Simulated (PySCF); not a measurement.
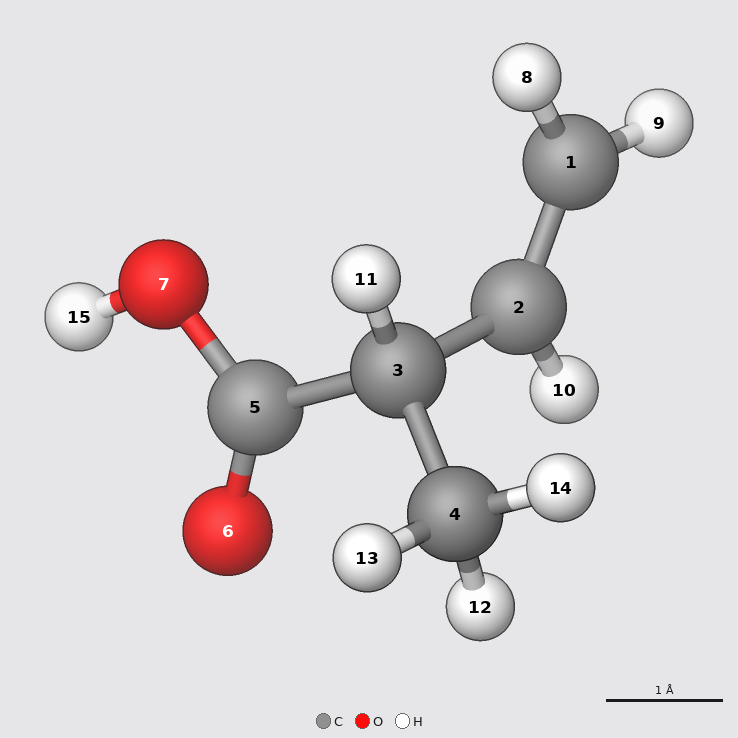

Numbered structure. The geometry was computed by an optimisation with PBE0-D3(BJ)/def2-SVP. No frequency run is at hand to confirm it as a minimum.

What are the angles C1–C2–C3, C2–C1–H9, C2–C3–C4, C2–C3–C5, C3–C2–H10, C3–C4–H12, C3–C4–H13, C3–C4–H14, C3–C5–O7, C4–C3–C5, C4–C3–H11, C5–C3–H11?

| angle | degrees |
| --- | --- |
| C1–C2–C3 | 124.8 |
| C2–C1–H9 | 121.4 |
| C2–C3–C4 | 111.8 |
| C2–C3–C5 | 107.8 |
| C3–C2–H10 | 115.3 |
| C3–C4–H12 | 110.2 |
| C3–C4–H13 | 111.1 |
| C3–C4–H14 | 110.3 |
| C3–C5–O7 | 112.1 |
| C4–C3–C5 | 110.5 |
| C4–C3–H11 | 111.0 |
| C5–C3–H11 | 107.3 |
